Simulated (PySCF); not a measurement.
# F3P, SMILES `FP(F)F`: electronic structure

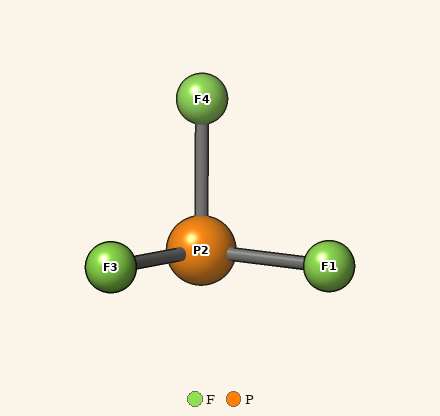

The molecule, with its atoms numbered as below. No frequency check shows the geometry to be a minimum.

Geometry (Å), atoms numbered from 1:

```
F1      -1.1907    0.6338    0.3059
P2      -0.0000    0.0000   -0.5507
F3       1.1443    0.7143    0.3059
F4       0.0464   -1.3481    0.3059
```

Part 1: Bonding charge

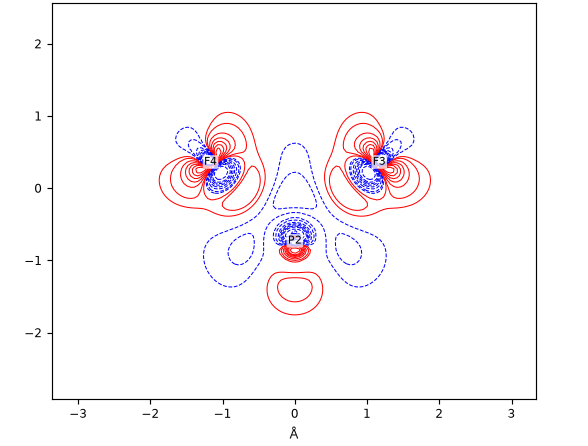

Deformation density (molecule less spherical, spin-averaged free atoms) in the plane of P2, F3 and F4; contours at ±0.05 to ±0.8 e/Å³; solid red lines: gain, dashed blue lines: loss.

PySCF calculation, BP86/def2-SVP, gas phase; geometry: GFN2-xTB.

> How much density has each bond in this plane gained at its critical point, relative to the free atoms?

P2–F3 and P2–F4: −0.04 e/Å³ at the bond critical point (bond length 1.60 Å, Mayer order 1.1); up to 0.6 Å beside the axis the gain reaches +0.18 e/Å³. In all, 0.8 electrons gather in the regions of gain relative to the promolecule. A small or negative value marks a very polar bond, one between electron-rich atoms, whose free-atom densities already overlap strongly, a long bond to a heavier atom, or a closed-shell contact such as a hydrogen bond.

> Where do the Hirshfeld charges lie?

The highest Hirshfeld charge is on P2 (+0.41 e), the lowest on F1, F3 and F4 (−0.14 e).

Part 2: Electrostatic potential

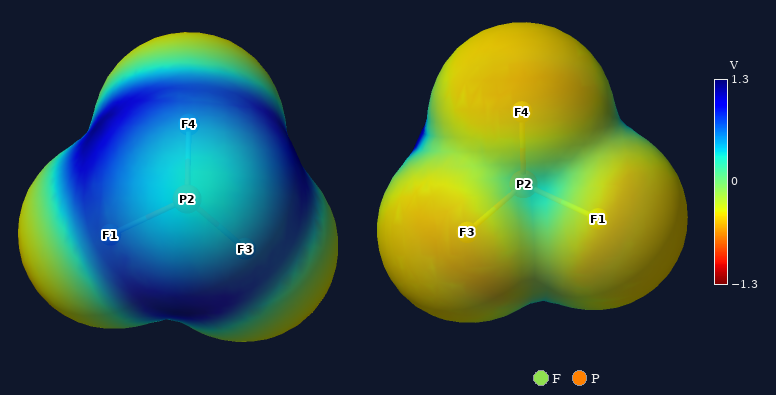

Electrostatic potential on the surface of electron density 0.001 a.u. (back view left, front view right).

> Where are the extremes of the potential on the surface?

Highest: 1.21 V, off the P2–F4 bond (2.0 to 2.2 Å from its atoms), and at like points elsewhere. Further maxima include 0.30 V, near F4 (1.72 Å), F3 (1.89 Å) and F1 (1.89 Å), over P2 (2.1 Å). Lowest: −0.52 V, 1.6 Å from F3, and at like points elsewhere. Further minima include 0.35 V, 2.2 Å from P2. The surface is sampled at points, so like sites can differ by a few per cent and only the strongest of them is named.

Part 3: Excited states

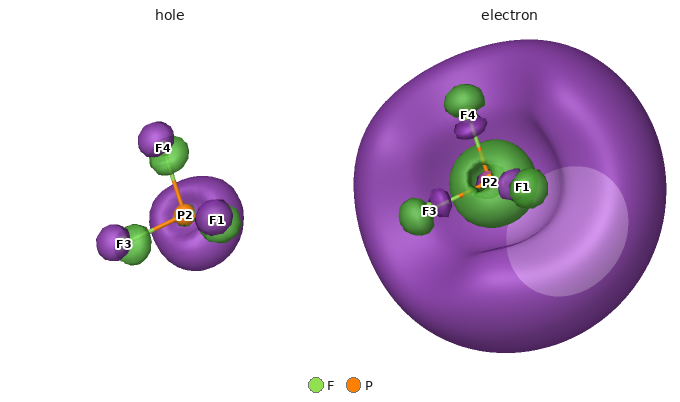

Leading natural transition orbital pair of T₃ (full linear response triplet states); the surfaces enclose about 70 % of each orbital's density.

Level of theory: M06-2X/6-311+G** (PySCF), at a geometry from GFN2-xTB.

> Give its energy and the atoms that hole and electron lie on.

9.25 eV (134 nm), spin-forbidden from the singlet ground state, diffuse (Rydberg-like) orbital; the leading pair carries 99 %; hole on P2 (66 %) and F1, F3 and F4 (11 % each), electron on P2 (89 %) (atom shares of so diffuse an orbital are rough); their centroids lie 1.3 Å apart. In canonical orbitals it is mainly HOMO → LUMO+2 (96 %). The HOMO–LUMO gap is 10.95 eV.

Part 4: Removing or adding an electron

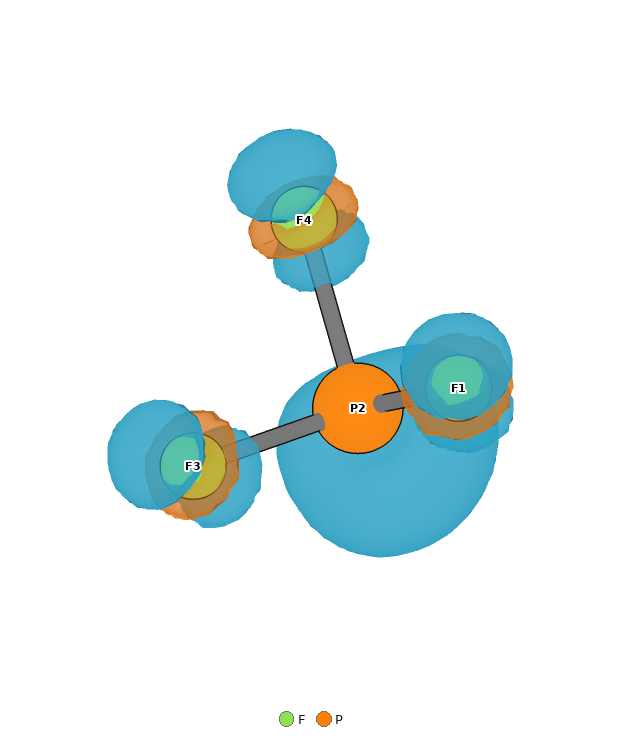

Fukui function f⁻ = ρ(N) − ρ(N−1) at fixed geometry, surfaces at ±0.06 e/Å³ (light blue positive, orange negative).

PySCF calculation, PBE0/def2-SVPD, gas phase; geometry: GFN2-xTB.

> On which atoms does the density change most on removal of an electron?

f⁻ (Hirshfeld-condensed) is largest on P2 (0.51); the vertical ionisation energy is 12.61 eV. Condensed values hint at sites of electrophilic attack but needn't mark the atom that reacts. Orbital relaxation makes it negative in places (0.13 e in all).

Part 5: Localised orbitals

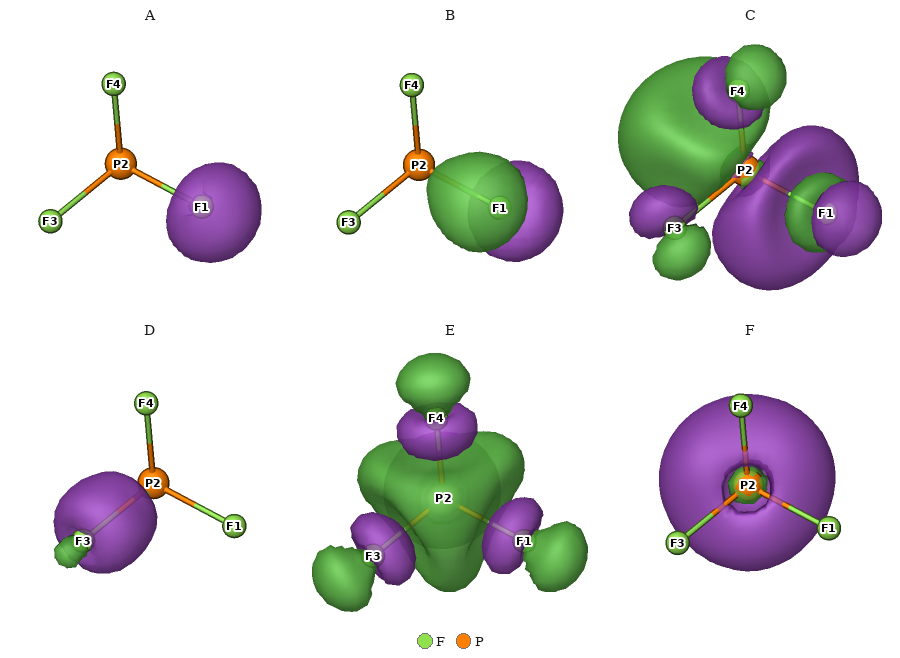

Intrinsic bond orbitals (IBO), occupied and valence-virtual; each surface holds about 85 % of the orbital's density. Energies are diagonal elements of the Fock matrix.

PySCF calculation, TPSSh/def2-SVPD, gas phase; geometry: GFN2-xTB.

> Identify each orbital.

By panel:
- A: lone pair on F1 (sp0.5-type) (F1 100 %; −23.1 eV)
- B: lone pair on F1 (p-type) (F1 97 %; −12.3 eV)
- C: σ* orbital P2–F1, mostly on P2 (P2 76 %, F1 12 %, F4 8 %; 0.3 eV)
- D: σ bond F3–P2 (F3 79 %, P2 21 %; −24.1 eV)
- E: σ* orbital P2–F4, mostly on P2 (P2 68 %, F4 11 %, F1 10 %; 3.8 eV)
- F: lone pair on P2 (sp0.4-type) (P2 100 %; −12.6 eV)

Part 6: Stretching a bond

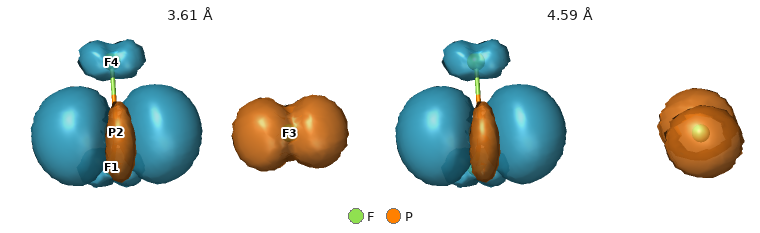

Rigid stretch of the P2–F3 bond. Broken-symmetry UHF spin density at ±0.03 e/Å³ (light blue: α, orange: β).

Level of theory: def2-SVPD basis (PySCF), at a geometry from GFN2-xTB.

> How does the broken-symmetry solution share the spin, and how far is it from a pure singlet?

At 4.59 Å excess α spin lies mostly on P2 and excess β on F3; the two could be swapped at no cost. ⟨S²⟩ is 1.03 at 3.61 Å and 1.03 at 4.59 Å, against 0 for a pure singlet and 1 for an equal mix of singlet and triplet.

> Where does the UHF solution part from RHF?

Between 2.21 Å (⟨S²⟩ = 0, the two coincide) and 2.54 Å (⟨S²⟩ = 0.85); at 4.59 Å ⟨S²⟩ is 1.03 and UHF lies 4.6 eV below RHF.

> How much energy does the stretch cost?

By CASSCF, 4.4 eV from the lowest point of the scan (1.64 Å) to 4.59 Å; RHF gives 8.2 eV from its own lowest point. The fragments aren't relaxed and dynamic correlation is missing, so this isn't a bond dissociation energy.
